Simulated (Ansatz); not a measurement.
**GaH3F− ([GaFH3]-): CCSD/STO-3G**

What is the vertical ionisation energy of GaH3F− ([GaFH3]-) at CCSD/STO-3G? 

Program for the calculation: Ansatz 0.2.0.

15 further runs of the same task are left out: 14 that didn't finish, 1 set aside as unsound or not needed.

## (1) The system as given

The species is GaH3F− (5 atoms), meant as a singlet with charge -1. As SMILES, `[H][Ga-]([H])([H])[F]`. The shape comes from GFN2-xTB, which is rough for such elements, and wasn't checked as a minimum.

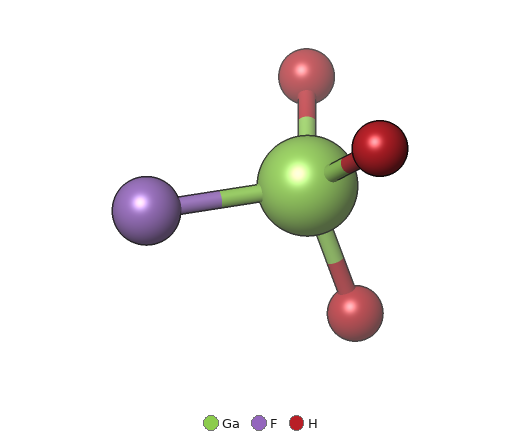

Viewed from a chosen angle; gallium green, fluorine purple, hydrogen red.

## (2) The energy at CCSD/STO-3G

Input file input.yaml:

```yaml
crystal:
  periodic: [false, false, false]
  atoms:
    - symbol: Ga
      position_ang: [-0.001630, 0.000950, -0.092090]
    - symbol: F
      position_ang: [0.012090, -0.018880, 1.687450]
    - symbol: H
      position_ang: [1.487040, 0.011700, -0.540050]
    - symbol: H
      position_ang: [-0.751680, 1.294240, -0.514180]
    - symbol: H
      position_ang: [-0.745820, -1.288010, -0.541120]
basis:
  gaussian: {orbitals: STO-3G}
total_charge: -1
correlation: {method: ccsd, frozen_orbitals: {F: 1, Ga: 9, H: 0}}
accuracy: high
scf: {omitted_lower_state_checks: [cluster_reference, increment]}
```

Run with:

```sh
$ ansatz run input.yaml --threads 1 --pin off --max-ram 2610MiB --events-out events.jsonl --progress --plain --runs-dir runs
```

The program printed, shortened:

```text
Warning: RAYON_NUM_THREADS=1 ignored (pool sized by the plan → 1); use --threads N
Functional definition: HF
  name "HF"
[...]
388 factors; integrals over basis functions are off by at most 5.8e-9 eV
[...]
mean field -54437.74333109 eV, -2000.5501681900 hartree, gradient 6.9e-9 eV, S^2 0.000000; 0 other end points of the search recorded, 0 dependent functions left out
10 core orbitals not correlated: weight in the atoms' cores, before any rotation towards them, 1.000 or more for the frozen orbitals, at most 0.000 for the correlated occupied ones
reference -54437.74333109 eV, -2000.5501681900 hartree; 12, 12 occupied and 4, 4 virtual orbitals, 388 factors
second order -1.78225213 eV of doubles, -0.00000000 eV of singles
cycle   1  -2.03038816 eV  change   -2.5e-1 eV  update   9.2e-2
[...]
cycle  23  -2.38734857 eV  change   -1.5e-9 eV  update   2.8e-9
Total energy: -54440.13067966 eV, -2000.6379016317 hartree
Checks for a lower state left out: cluster_reference, increment
```

Wall time 0.28 s (1 thread of Arm Neoverse V1, shared host).

## (3) Doublet neutral GaH3F at the same level

Input file in.yaml:

```yaml
crystal:
  periodic: [false, false, false]
  atoms:
    - symbol: Ga
      position_ang: [-0.001630, 0.000950, -0.092090]
    - symbol: F
      position_ang: [0.012090, -0.018880, 1.687450]
    - symbol: H
      position_ang: [1.487040, 0.011700, -0.540050]
    - symbol: H
      position_ang: [-0.751680, 1.294240, -0.514180]
    - symbol: H
      position_ang: [-0.745820, -1.288010, -0.541120]
basis:
  gaussian: {orbitals: STO-3G}
magnetization: {spin_polarized: true, initial_magnetization: 1}
correlation: {method: ccsd, frozen_orbitals: {F: 1, Ga: 9, H: 0}}
accuracy: high
scf: {omitted_lower_state_checks: [cluster_reference, increment]}
```

Run with:

```sh
$ ansatz run in.yaml --threads 1 --pin off --max-ram 2610MiB --events-out events.jsonl --progress --plain --runs-dir runs
```

The program printed, shortened:

```text
Warning: RAYON_NUM_THREADS=1 ignored (pool sized by the plan → 1); use --threads N
[... 2 set-up lines as earlier in the session ...]
[...]
388 factors; integrals over basis functions are off by at most 5.8e-9 eV
[...]
mean field -54443.38504750 eV, -2000.7574974439 hartree, gradient 2.9e-8 eV, S^2 0.751002; 9 other end points of the search recorded, 0 dependent functions left out
10 core orbitals not correlated: weight in the atoms' cores, before any rotation towards them, 0.999 or more for the frozen orbitals, at most 0.001 for the correlated occupied ones
reference -54443.38504750 eV, -2000.7574974439 hartree; 12, 11 occupied and 4, 5 virtual orbitals, 388 factors
second order -1.58554828 eV of doubles, -0.00000000 eV of singles
cycle   1  -1.95755194 eV  change   -3.7e-1 eV  update   7.2e-2
[...]
cycle 206  -2.24426380 eV  change   -1.3e-9 eV  update   1.6e-9
Total energy: -54445.62931130 eV, -2000.8399726173 hartree
Checks for a lower state left out: cluster_reference, increment
```

Wall time 3.9 s (1 thread of Arm Neoverse V1, shared host); peak memory 0.091 GiB.

## (4) What came out

At CCSD/STO-3G, 10 core orbitals frozen:

```
                                                           quantity           value
                                       singlet GaH3F−: total energy  -2000.63790 Eh
       singlet GaH3F−: correlation energy (10 core orbitals frozen)       -87.7 mEh
                                      singlet GaH3F−: T1 diagnostic           0.022
                                doublet neutral GaH3F: total energy  -2000.83997 Eh
doublet neutral GaH3F: correlation energy (10 core orbitals frozen)       -82.5 mEh
           doublet neutral GaH3F: ⟨S²⟩ of the reference determinant           0.751
                               doublet neutral GaH3F: T1 diagnostic           0.018
                vertical detachment energy (to the doublet neutral)       -5.499 eV
```

The species is unbound against losing an electron at this level, by 5.50 eV (−127 kcal/mol); missing correlation or diffuse functions can give that sign where the real anion is bound. In a minimal basis such a difference can be off by several eV, whatever the method. The T1 diagnostic (singlet GaH3F−) of 0.022 is above the customary mark for such species, so a single reference may not serve.
